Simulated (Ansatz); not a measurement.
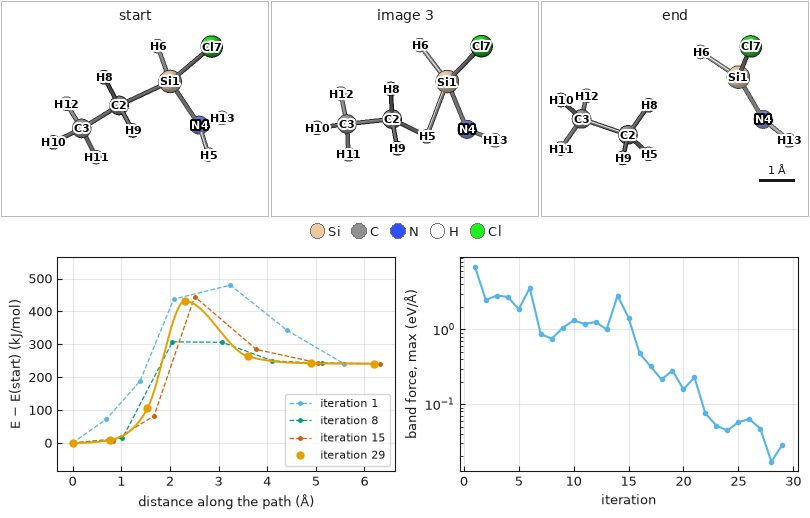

A nudged-elastic-band calculation for C₂H₈ClNSi. Images are numbered from 0 (start) to 6 (end). The plot follows the band through its iterations. Style: ball-and-stick. Shown from a free direction.

The calculation used RHF/def2-SVP (Ansatz 0.2.0). Set-up: 5 movable images; climbing image; force threshold 0.03 eV/Å; iteration limit 60; starting path through a guess of the saddle point.

> Judge this run.

The result is final at these settings. The band converged in 29 iterations. The largest component of the band force went from 7 to 0.029 eV/Å. The climbing image converged on the top of the path. Its vibrational analysis gives one imaginary mode (1831i cm⁻¹), as a transition state must have. The first iteration put the highest image at 479.8 kJ/mol. The highest point, image 3, lies 431.2 kJ/mol above the start and 190.2 kJ/mol above the end; the end is at +241.1 kJ/mol relative to the start.

The run took 3 min on 2 threads of Arm Neoverse V2 (shared host), peak memory 0.27 GiB.
